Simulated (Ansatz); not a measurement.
Molecule (SMILES): Cl[Si](Cl)(Cl)Cl.
Atoms: Si1, Cl2, Cl3, Cl4, Cl5. Bonds: Si1-Cl2, Si1-Cl3, Si1-Cl4, Si1-Cl5.

Basis-set convergence of the optimised Si1-Cl2 bond length at MP2 with Ansatz (a quantum-chemistry and plane-wave program). The reference of a correlated method is not its basis-set limit, which lies further on. Cartesian d functions, on some or all atoms, in 6-311G**, 6-311+G**; all else is spherical. Cores are frozen. No added dispersion term, no relativity. Reference: the value in aug-cc-pV(Q+d)Z, 2.0161 Å, itself unsure by roughly 0.0008 Å (its mean distance from cc-pV(5+d)Z, def2-QZVPP, cc-pV(Q+d)Z). Deviations are taken from unrounded values.

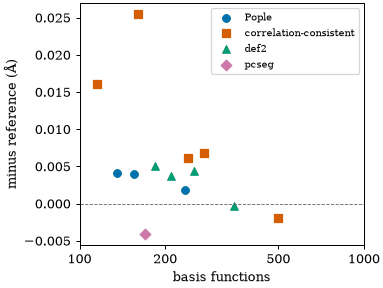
*Deviation from the reference against the number of basis functions, by family of sets.*

| basis | functions | optimised Si1-Cl2 bond length (Å) | minus reference (Å) |
|---|---|---|---|
| cc-pV(D+d)Z | 115 | 2.0322 | 0.0161 |
| 6-311G** | 135 | 2.0202 | 0.0042 |
| 6-311+G** | 155 | 2.0201 | 0.0040 |
| aug-cc-pV(D+d)Z | 160 | 2.0416 | 0.0255 |
| pcseg-2 | 170 | 2.0120 | -0.0041 |
| def2-TZVP | 185 | 2.0211 | 0.0051 |
| def2-TZVPP | 210 | 2.0198 | 0.0037 |
| 6-311++G(3df,3pd) | 235 | 2.0179 | 0.0019 |
| jun-cc-pV(T+d)Z | 240 | 2.0223 | 0.0062 |
| def2-TZVPPD | 252 | 2.0205 | 0.0044 |
| aug-cc-pV(T+d)Z | 275 | 2.0229 | 0.0068 |
| def2-QZVPP | 350 | 2.0158 | -0.0003 |
| cc-pV(5+d)Z | 500 | 2.0142 | -0.0019 |
